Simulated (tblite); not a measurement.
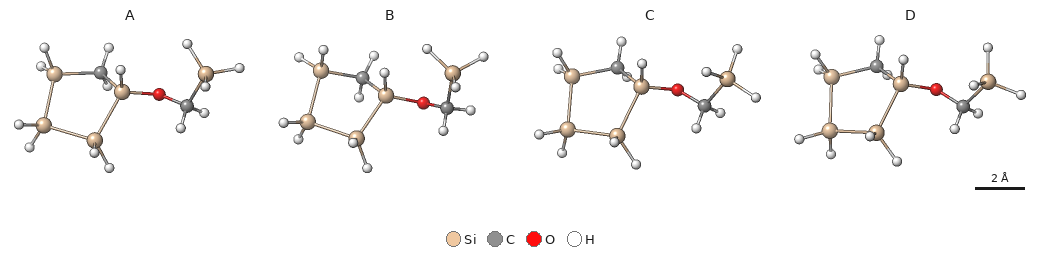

4 geometries from one relaxation of C$_{2}$H$_{14}$OSi$_{5}$, in shuffled order. Style: ball-and-stick. Shown at a tilt.

The calculation used GFN2-xTB geometry optimisation, gas phase in tblite. 

Question: Put them in the order of the run, from the start to the converged end.

Answer: B, A, D, C. They are steps 0, 61, 139, 244, at +1.068 eV, +0.075 eV, +0.026 eV relative to the last. The energy falls by 1.068 eV in 244 geometry steps. The largest move after the best rigid fit is that of an H atom, 2.17 Å. Largest moves by element: H 2.17 Å, Si 0.65 Å, O 0.65 Å, C 0.57 Å. Some distances before and after: Si–Si 3.269 → 3.748 Å, Si–Si 2.206 → 2.319 Å, Si–Si 2.249 → 2.334 Å, C–Si 1.835 → 1.909 Å. Among the angles between lasting bonds that change: C–O–Si 114.4° → 127.4°, H–Si–H 114.2° → 102.7°, H–Si–H 112.0° → 101.6°. Groups turn about C–Si by about 65°, C–Si by about 30°, C–O by about 30°. The run took 7 s on 1 thread of Intel(R) Xeon(R) Processor, with other jobs on the host.
